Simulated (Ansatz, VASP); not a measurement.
**Cross-check of C (Diamond) between VASP and Ansatz**

One calculation is typed for both programs; each brings its own data sets. How far apart do they land? The cell is taken from a series of VASP runs on this material, whose earlier steps may have relaxed, scaled or displaced it; both programs get it as it stands. Valence electrons are named where the data sets of a main pair hold unlike numbers.

Calculated with Ansatz 0.2.0; plane waves, with VASP 6.6.1 beside it; band structure at PBE0 and band structure at r2SCAN-EpsX with an exact-exchange share of 0.172.

## Step 1: The starting structure

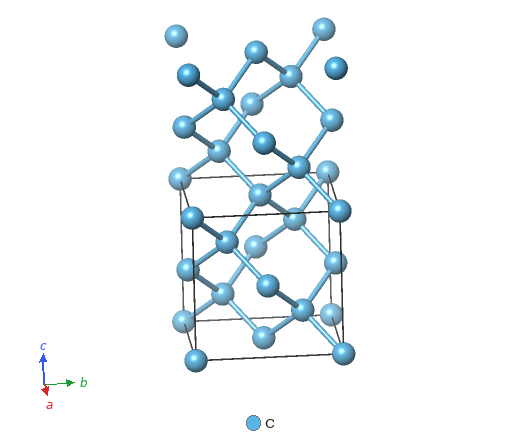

Start, viewed slightly off an axis; carbon blue. 1×1×2 cells are drawn. This picture shows the conventional cell, with its axes. Bonds to atoms that aren't drawn are left out. Some periodic images of atoms are drawn too.

Structure file:

```cif
data_structure
_symmetry_space_group_name_H-M 'Fd-3m:1'
_symmetry_Int_Tables_number 227
_cell_length_a 3.5667
_cell_length_b 3.5667
_cell_length_c 3.5667
_cell_angle_alpha 90.000
_cell_angle_beta 90.000
_cell_angle_gamma 90.000
_cell_volume 45.37
loop_
_atom_site_label
_atom_site_type_symbol
_atom_site_symmetry_multiplicity
_atom_site_Wyckoff_symbol
_atom_site_fract_x
_atom_site_fract_y
_atom_site_fract_z
_atom_site_occupancy
C1 C 8 a 0.25000 0.25000 0.25000 1
```

## Step 2: Ansatz: band structure, PBE0

Ansatz runs on its default PAW (the set named soft_2) files.

The same path points are solved in both programs, so levels can be compared one by one.

Input file input.yaml:

```yaml
crystal:
  lattice:
    - [0.0, 1.78337, 1.78337]
    - [1.78337, 0.0, 1.78337]
    - [1.78337, 1.78337, 0.0]
  atoms:
    - { symbol: C, position: [0.75, 0.75, 0.75] }
    - { symbol: C, position: [0.5, 0.5, 0.5] }
hamiltonian:
  xc: pbe0
  pseudopotentials: { kind: paw }
kpoints:
  mp_grid: { grid: [7, 7, 7] }
  band_path:
    path:
      - [0.0, 0.0, 0.0]
      - [0.38889, 0.0, 0.38889]
      - [0.5, 0.0, 0.5]
      - [0.5, 0.22222, 0.72222]
      - [0.40278, 0.34722, 0.75]
      - [0.125, 0.125, 0.25]
      - [0.27778, 0.27778, 0.27778]
      - [0.55556, 0.38889, 0.55556]
      - [0.58333, 0.25, 0.66667]
      - [0.5, 0.30556, 0.69444]
      - [0.48611, 0.48611, 0.52778]
      - [0.625, 0.25, 0.625]
      - [0.5, 0.0, 0.5]
    npoints: 1
scf:
  occupations: { method: gaussian, width: 0.03 }
  n_extra_bands: 7
output:
  forces: true
  stress: true
  eigenvalues: true
```

Command:

```console
> ansatz run input.yaml --threads 4 --pin off --max-ram 9216MiB --backend cpu --events-out ev --progress --plain --runs-dir out
```

Numbers of over 12 decimals in the logs are rounded to 6 here.

The program printed:

```text
Warning: output.stress: scf.convergence.dr2_threshold = 1e-7 eV (the SCF's general default) is looser than the 2e-10 eV advised for a printed stress (1e-10 eV for each atom of the cell: 2). What an SCF threshold leaves in a stress goes as its square root, and in the free energy as the threshold itself, and one threshold admits the most on a small cell: [figures from the program's tests cut] Set scf.convergence.dr2_threshold to 2e-10 eV or tighter. The threshold is an SCF's pass mark: one that does not reach it within its budget of iterations ends unconverged, or closes short of it on a stop that the run arms, and scf.convergence.dr2_threshold's page says what that costs each kind of run
Warning: output.stress: scf.exx.energy_threshold = 1e-6 eV is looser than the 2e-8 eV advised for a stress under a hybrid functional (1e-8 eV for each atom of the cell: 2). Every SCF of the exchange loop can meet its threshold on dr2 while the loop round them stops early: no threshold on dr2 bounds what that leaves in the stress. Set scf.exx.energy_threshold to 2e-8 eV or tighter. The threshold is the loop's pass mark: a loop that does not reach it within its budget of cycles ends unconverged, and scf.exx.energy_threshold's page has the law
scf.n_extra_bands = 7 over 4 filled bands (N_el = 8.0): the run solves 11 bands
Engine: ansatz 0.2.0, aarch64-unknown-linux-gnu
Pseudopotentials: kind: paw
Pseudopotential: C, paw, valence charge 4, recommended cutoff 420 eV (normal), C.paw.azcp
Functional definition: PBE0
  parameter a = 0.25
  parameter kappa = 0.804
  parameter beta = 0.066725
  exchange = (1 - a)*pbe_x(kappa = kappa, mu = beta*pi^2/3) + a*exact_x
  correlation = pbe_c(beta = beta)
Crystal: 2 atoms, lattice volume = 11.344 Å³
Basis set: ecut = 420 eV, 229 PW (Γ), exchange–correlation on 36×36×36 points (8 copies of the dense FFT grid, shifted against one another)
Bands: 11, of which v1, the nominal top of the filled ones, is band 4 counted from 1 (3 counted from 0)
Symmetry: 48 space group operations
Space group: Fd-3m (ITA 227), of the structure as read, at distance tolerance 2.2e-5 Å
k-points: 20 of 343
Non-local potential: C, projectors of the file, l = 0: 2, l = 1: 2, l = 2: 1
PAW form: soft (Blöchl's): semilocal exchange-correlation on the pseudo side does not see the compensation charge
PAW frozen core: C, regenerated for the run's functional, and the local potential with it (the file was generated under x = pbe(κ = 0.804, μ = 0.219515), c = pbe(β = 0.066725))
PAW one-centre angular grid: C, 110 points (default); XC on 64 Gauss nodes
Initial density: superposition of atomic densities (neutral atoms: chi_scale 0, normalization atom), corrected by the library's trained network
Initial wavefunctions: pseudopotential atomic-orbital guess
Functional: x = pbe(κ = 0.804, μ = 0.219515), c = pbe(β = 0.066725), warm-up for x = 0.75 pbe(κ = 0.804, μ = 0.219515) + 0.25 exact, c = pbe(β = 0.066725)
SCF iter   1: F=—  HF=-501.611879 eV  |F-HF|=—  |Δ(HF+E_count)|=         —  Δρ=1.71e-3  dr2=9.08e-5  ethr=1.77e-3  ⟨swp⟩=2.0  Hψ=1406  notcnv=0
preconditioner: auto → none  [insulator: Δε(μ)=4.277 eV  Ē_g=25.000 eV  σ=0.030 eV  W_gap=1.00  n_scr=0 (ndim 8)  ℏωp=31.2 eV  f_vac=0.000  D(μ)=0.00/eV (n_scr^D=0)]
SCF iter   2: F=-501.612066 eV  HF=-501.612017 eV  |F-HF|=4.95e-5  |Δ(HF+E_count)|=   1.38e-4  Δρ=8.40e-4  dr2=1.84e-5  ethr=1.13e-6  ⟨swp⟩=2.2  Hψ=312  notcnv=0  defer=5
SCF 1 stopped early in 2 iterations: F = -501.612066 eV  dr2 = 1.84e-5
  greatest PAW one-centre occupation: 0.644 electrons in one spin orbital (limit 2), on the C atom at site 1 (counted from 0), in its partial waves of l = 0
Initial density: handed on by an earlier stage of this run
Initial wavefunctions: those handed on with the density
Functional: x = 0.75 pbe(κ = 0.804, μ = 0.219515) + 0.25 exact, c = pbe(β = 0.066725)
Frozen-core exchange: fock
SCF iter   1: F=—  HF=-501.872351 eV  |F-HF|=—  |Δ(HF+E_count)|=         —  Δρ=9.76e-3  dr2=4.33e-3  ethr=2.31e-6  ⟨swp⟩=5.2  Hψ=976  notcnv=0
preconditioner: auto → none  [insulator: Δε(μ)=6.097 eV  Ē_g=28.500 eV  σ=0.030 eV  W_gap=1.00  n_scr=0 (ndim 8)  ℏωp=31.2 eV  f_vac=0.000  D(μ)=0.00/eV (n_scr^D=0)]
SCF iter   2: F=—  HF=-501.870686 eV  |F-HF|=—  |Δ(HF+E_count)|=   1.66e-3  Δρ=4.17e-3  dr2=7.74e-4  ethr=2.31e-6  ⟨swp⟩=3.0  Hψ=498  notcnv=0
SCF iter   3: F=—  HF=-501.872714 eV  |F-HF|=—  |Δ(HF+E_count)|=   2.03e-3  Δρ=9.36e-4  dr2=3.10e-5  ethr=2.31e-6  ⟨swp⟩=3.0  Hψ=371  notcnv=0  defer=1
iter 4 solved again at ethr=9.63e-9 eV; its pass at ethr=3.46e-7 eV (dr2=7.71e-7 eV) is discarded
SCF iter   4: F=—  HF=-501.872703 eV  |F-HF|=—  |Δ(HF+E_count)|=   1.10e-5  Δρ=1.47e-4  dr2=3.61e-6  ethr=9.63e-9  ⟨swp⟩=2.2  Hψ=742  notcnv=0
SCF iter   5: F=-501.872724 eV  HF=-501.872724 eV  |F-HF|=2.54e-7  |Δ(HF+E_count)|=   2.08e-5  Δρ=8.43e-5  dr2=5.44e-7  ethr=9.43e-9  ⟨swp⟩=3.0  Hψ=383  notcnv=0  defer=1
SCF 2 stopped early in 5 iterations: F = -501.872724 eV  dr2 = 5.44e-7
  greatest PAW one-centre occupation: 0.647 electrons in one spin orbital (limit 2), on the C atom at site 1 (counted from 0), in its partial waves of l = 0
hybrid outer 1: dexx = +2.595e-3 eV, tail = 1.19e-5 eV
Frozen-core exchange: fock
SCF iter   1: F=—  HF=-501.872780 eV  |F-HF|=—  |Δ(HF+E_count)|=         —  Δρ=8.50e-5  dr2=3.38e-7  ethr=7.41e-7  ⟨swp⟩=3.3  Hψ=492  notcnv=0
preconditioner: auto → none  [insulator: Δε(μ)=6.164 eV  Ē_g=28.508 eV  σ=0.030 eV  W_gap=1.00  n_scr=0 (ndim 8)  ℏωp=31.2 eV  f_vac=0.000  D(μ)=0.00/eV (n_scr^D=0)]
SCF iter   2: F=—  HF=-501.872780 eV  |F-HF|=—  |Δ(HF+E_count)|=   1.02e-7  Δρ=1.52e-5  dr2=1.89e-8  ethr=3.98e-9  ⟨swp⟩=3.0  Hψ=347  notcnv=0
SCF iter   3: F=-501.872780 eV  HF=-501.872780 eV  |F-HF|=2.89e-9  |Δ(HF+E_count)|=   1.06e-7  Δρ=8.35e-6  dr2=4.52e-9  ethr=5.03e-11  ⟨swp⟩=3.2  Hψ=490  notcnv=0  defer=1
SCF 3 converged in 3 iterations: F = -501.872780 eV  dr2 = 4.52e-9
  Residual-converged pass: ⟨swp⟩=2.0  Hψ=298  notcnv=0  max |occ|·‖R‖ = 2.4e-6 eV (tolerance 2.4e-6 eV)  dr2=4.51e-9  dr2_onsite=1.93e-10  max |Δocc| = 0.0e0
hybrid outer 2: dexx = +2.107e-7 eV, tail = 1.54e-8 eV, Δε = 2.84e-3 eV (about 1.05e-4 eV left of the loop's levels)
NSCF: frozen V_eff on 13 k-points
hybrid SCF converged: 2 outer / 8 inner (+2 warm-up), last move |dexx| = 2.11e-7 eV, tail = 1.54e-8 eV
Stability not checked: this state was not tested for a lower state beside it, because the functional holds exact exchange (a hybrid, or Hartree-Fock), whose exchange loop this test does not read (fock_operator; see scf.lower_state_search)
Free energy (F): -501.872780 eV
Frozen-core exchange: fock
Harris-Foulkes:  -501.872780 eV  (|F-HF|=2.89e-9)
Internal energy: -501.872780 eV  (E = F + TS)
E sigma→0 (E₀):  -501.872780 eV
Fermi energy:    15.410752 eV
--- Per-component energies (eV) ---
  E_band       = 19.520563
  E_kinetic    = 184.069820
  E_local      = -120.711435  (includes V_loc(G=0)·N_el)
  E_nonlocal   = 52.220577
  E_hartree    = 26.484095
  E_xc         = -75.622527
  E_vxc        = -93.764604  (∫ρ·V_xc dr)
  E_exx        = -21.615546  (= α·E_x^exact, valence–valence)
  E_paw        = -198.702027  (= ΣΔE_a)
  E_vpaw       = -12.031320  (= ΣTr[D̂ρ^β])
  E_aug_tail   = 0.000017  (compensation charges beyond the density's cutoff)
  E_ewald      = -347.961363
  E_core_change = -0.034390  (= ΣΔE_core)
  E_smearing   = -0.000000  (= −TS)
  E_closure    = 0.000000  (closes the sum)
  Σ components = -501.872780   (vs F -501.872780, Δ=0.00e0)
--- Forces (eV/Å), atoms counted from 1 ---
  atom   1  C     -0.00000000    -0.00000000     0.00000000
  atom   2  C      0.00000000    -0.00000000     0.00000000
  max |Σ_I F_I| component: 5.09e-17 eV/Å
--- Stress (GPa, compression-positive) ---
       -8.258987      -0.000000       0.000000
        0.000000      -8.258987      -0.000000
       -0.000000      -0.000000      -8.258987
  P = ⅓ Tr σ = -8.2590 GPa (-82.590 kbar)
--- Band table (eV; the first three rows and the last of 20) ---
  k-point 0: bands = [-11.2588, 12.3290, 12.3290, 12.3290, 20.0359, 20.0359, 20.0359, 28.3211, ... 3 higher]
  k-point 1: bands = [-10.6489, 9.0748, 11.4544, 11.4544, 21.1910, 21.1910, 21.6166, 28.8453, ... 3 higher]
  k-point 2: bands = [-8.8442, 3.7284, 10.1133, 10.1133, 22.7086, 22.7086, 22.9230, 30.0234, ... 3 higher]
  k-point 19: bands = [-2.1055, -0.2535, 2.3450, 5.1154, 22.6419, 26.5370, 27.8776, 28.7001, ... 3 higher]
```

Elapsed: 8.9 s, on 4 threads of Arm Neoverse V1, shared host; peak memory 0.44 GiB; 32 s of CPU time.

In the SCF lines HF is the Harris–Foulkes energy and dr2 the Hartree energy of the density residual, in eV; the loop may stop once dr2 is under the threshold and the program's other checks hold. Hψ counts applications of the Hamiltonian.

## Step 3: VASP: band structure, PBE0

The same cell, functional, mesh and smearing now go to VASP, with its own data sets.

Lines of VASP's logs that name or quote its potential files are left out, and so is its time.

The run reads the wave functions of an earlier VASP run, which isn't shown here.

Input file INCAR:

```
SYSTEM = C
PREC = Accurate
ENCUT = 460
EDIFF = 1E-06
NELM = 100
ISMEAR = 0
SIGMA = 0.03
LREAL = .FALSE.
ALGO = Normal
LHFCALC = .TRUE.
AEXX = 0.25
GGA = PE
LASPH = .TRUE.
NBANDS = 10
PRECFOCK = Fast
HFRCUT = -1
LORBIT = 11
LWAVE = .FALSE.
LCHARG = .FALSE.
KPAR = 4
```

Input file POSCAR:

```
C
1.0
    0.0000000000      1.7833700000      1.7833700000
    1.7833700000      0.0000000000      1.7833700000
    1.7833700000      1.7833700000      0.0000000000
C
2
Direct
    0.7500000000      0.7500000000      0.7500000000
    0.5000000000      0.5000000000      0.5000000000
```

Input file KPOINTS:

```
Automatic mesh
0
Gamma
7 7 7
0 0 0
```

Input file KPOINTS_OPT:

```
Line mode
10
Line-mode
Reciprocal
  0.00000000   0.00000000   0.00000000 GAMMA
  0.50000000   0.00000000   0.50000000 X

  0.50000000   0.00000000   0.50000000 X
  0.50000000   0.25000000   0.75000000 W

  0.50000000   0.25000000   0.75000000 W
  0.37500000   0.37500000   0.75000000 K

  0.37500000   0.37500000   0.75000000 K
  0.00000000   0.00000000   0.00000000 GAMMA

  0.00000000   0.00000000   0.00000000 GAMMA
  0.50000000   0.50000000   0.50000000 L

  0.50000000   0.50000000   0.50000000 L
  0.62500000   0.25000000   0.62500000 U

  0.62500000   0.25000000   0.62500000 U
  0.50000000   0.25000000   0.75000000 W

  0.50000000   0.25000000   0.75000000 W
  0.50000000   0.50000000   0.50000000 L

  0.50000000   0.50000000   0.50000000 L
  0.37500000   0.37500000   0.75000000 K

  0.62500000   0.25000000   0.62500000 U
  0.50000000   0.00000000   0.50000000 X
```

Potentials, in the order of the species: C (PBE family, release 64).

Command:

```console
> mpirun -np 4 vasp_std
```

The program printed:

```text
[banner, memory and clock lines left out]
running    4 mpi-ranks, on    1 nodes
 distrk:  each k-point on    1 cores,    4 groups
 distr:  one band on    1 cores,    1 groups

 POSCAR found type information on POSCAR C
 POSCAR found :  1 types and       2 ions
 LDA part: xc-table for (Slater+PW92), standard interpolation
 found WAVECAR, reading the header
 POSCAR, INCAR and KPOINTS ok, starting setup
 FFT: planning ... GRIDC
 FFT: planning ... GRID_SOFT
 FFT: planning ... GRID
 HFRCUT set to (new)   9.757082
 reading WAVECAR
 the WAVECAR file was read successfully
 initial charge from wavefunction
 entering main loop
       N       E                     dE             d eps       ncg     rms          rms(c)
DAV:   1    -0.221207950836E+02   -0.22121E+02   -0.63572E-01   416   0.723E+00    0.104E+00
DAV:   2    -0.221245163788E+02   -0.37213E-02   -0.72890E-03   442   0.668E-01    0.672E-01
DAV:   3    -0.221238341926E+02    0.68219E-03   -0.36380E-04   422   0.162E-01    0.375E-01
DAV:   4    -0.221235993388E+02    0.23485E-03   -0.82161E-05   412   0.855E-02    0.209E-01
DAV:   5    -0.221235250458E+02    0.74293E-04   -0.23128E-05   420   0.465E-02    0.117E-01
DAV:   6    -0.221235018973E+02    0.23148E-04   -0.71002E-06   436   0.262E-02    0.661E-02
DAV:   7    -0.221234949400E+02    0.69574E-05   -0.23104E-06   408   0.150E-02    0.373E-02
DAV:   8    -0.221234930211E+02    0.19188E-05   -0.76834E-07   206   0.879E-03    0.213E-02
DAV:   9    -0.221234926080E+02    0.41316E-06   -0.30210E-07   206   0.572E-03
   1 F= -.22123493E+02 E0= -.22123493E+02  d E =-.371264E-34
 Start KPOINTS_OPT (optional k-point list driver)
k-point batch [1-20\100]
       N       E                     dE             ncg
DAV:   1     0.292008839489E+03   -0.62455E+04      408
DAV:   2    -0.135209727261E+03   -0.42722E+03      554
DAV:   3    -0.149969070144E+03   -0.14759E+02      452
DAV:   4    -0.150084140850E+03   -0.11507E+00      442
DAV:   5    -0.150084383530E+03   -0.24268E-03      442
DAV:   6    -0.150084383880E+03   -0.34933E-06      438
[...]
k-point batch [81-100\100]
       N       E                     dE             ncg
DAV:   1     0.100798353169E+03   -0.84414E+04      442
DAV:   2    -0.268225433621E+03   -0.36902E+03      522
DAV:   3    -0.276499741904E+03   -0.82743E+01      474
DAV:   4    -0.276559737161E+03   -0.59995E-01      512
DAV:   5    -0.276559837018E+03   -0.99857E-04      480
DAV:   6    -0.276559837137E+03   -0.11936E-06      468
```

Parts of OUTCAR (step 3):

```text
ion  position               nearest neighbor table
   1  0.750  0.750  0.750-   2 1.54   2 1.54   2 1.54   2 1.54
   2  0.500  0.500  0.500-   1 1.54   1 1.54   1 1.54   1 1.54

  LATTYP: Found a face centered cubic cell.
 ALAT       =     3.5667400000

 Subroutine GETGRP returns: Found 48 space group operations
 (whereof 24 operations were pure point group operations)

The static configuration has the point symmetry T_d .
 The point group associated with its full space group is O_h .

 Found     20 irreducible k-points:

   k-points           NKPTS =     20   k-points in BZ     NKDIM =    343   number of bands    NBANDS=     10

   dimension x,y,z NGX =    18 NGY =   18 NGZ =   18
   dimension x,y,z NGXF=    36 NGYF=   36 NGZF=   36

   ENCUT  =  460.0 eV  33.81 Ry    5.81 a.u.   4.41  4.41  4.41*2*pi/ulx,y,z

   NELECT =       8.0000    total number of electrons

 k-points in reciprocal lattice and weights: Automatic mesh
   0.00000000  0.00000000  0.00000000       0.003
   0.14285714  0.00000000  0.00000000       0.023
   0.28571429  0.00000000  0.00000000       0.023
   0.42857143  0.00000000  0.00000000       0.023
   0.14285714  0.14285714  0.00000000       0.017
   0.28571429  0.14285714  0.00000000       0.070
   0.42857143  0.14285714  0.00000000       0.070
  -0.42857143  0.14285714  0.00000000       0.070
  -0.28571429  0.14285714  0.00000000       0.070
[...]
-0.42857143  0.42857143  0.14285714       0.070
  -0.28571429  0.42857143  0.14285714       0.070

  exchange ACFDT corr.  =         0.00000000  see jH, gK, PRB 81, 115126

 average (electrostatic) potential at core
       1 -41.2228       2 -41.2228

 E-fermi :   8.9941

 k-point     1 :       0.0000    0.0000    0.0000
  band No.  band energies     occupation
      1     -14.8533      2.00000
      2       8.7423      2.00000
      3       8.7423      2.00000
      4       8.7423      2.00000
      5      16.4467      0.00000
      6      16.4467      0.00000
      7      16.4467      0.00000
      8      24.7819      0.00000
      9      30.3735      0.00000
    ...

 k-point     2 :       0.1429    0.0000    0.0000
  band No.  band energies     occupation
      1     -14.2395      2.00000
      2       5.4926      2.00000
      3       7.8685      2.00000
      4       7.8685      2.00000
      5      17.6029      0.00000
      6      17.6029      0.00000
      7      18.0330      0.00000
      8      25.3016      0.00000
      9      31.2863      0.00000
    ...

 k-point     3 :       0.2857    0.0000    0.0000
  band No.  band energies     occupation
      1     -12.4351      2.00000
      2       0.1396      2.00000
      3       6.5292      2.00000
      4       6.5292      2.00000
      5      19.1191      0.00000
      6      19.1191      0.00000
      7      19.3488      0.00000
      8      26.4739      0.00000
      9      32.1105      0.00000
    ...

  energy-cutoff  :      460.00
  volume of cell :       11.34
      direct lattice vectors                 reciprocal lattice vectors
     0.000000000  1.783370000  1.783370000    -0.280368067  0.280368067  0.280368067
     1.783370000  0.000000000  1.783370000     0.280368067 -0.280368067  0.280368067
     1.783370000  1.783370000  0.000000000     0.280368067  0.280368067 -0.280368067

 POSITION                                       TOTAL-FORCE (eV/Angst)
 -----------------------------------------------------------------------------------
      2.67505      2.67505      2.67505         0.000000      0.000000      0.000000
      1.78337      1.78337      1.78337        -0.000000     -0.000000     -0.000000
 -----------------------------------------------------------------------------------
    total drift:                               -0.000000      0.000000     -0.000000

  FREE ENERGIE OF THE ION-ELECTRON SYSTEM (eV)
  ---------------------------------------------------
  free  energy   TOTEN  =       -22.1234926080 eV

  energy  without entropy=      -22.1234926080  energy(sigma->0) =      -22.12349261

 total charge
# of ion       s       p       d       tot
------------------------------------------
    1        0.835   1.743   0.000   2.578
    2        0.835   1.743   0.000   2.578
--------------------------------------------------
tot          1.670   3.486   0.000   5.156

[... 3 further parts left out ...]
```

[end of part 1 of 2]

[Lines on the potential files, build, host, timing and source positions are cut from VASP's logs without a mark.]

[Logs are printed without paths, hosts, clocks, repeated set-up lines and the standing remarks that a program may print on its own settings, such as how far it seeks lower states.]

[Hosts, paths, dates, database ids (printed as entryN), source tags and the programs' standing remarks are cut or masked in the printed files.]
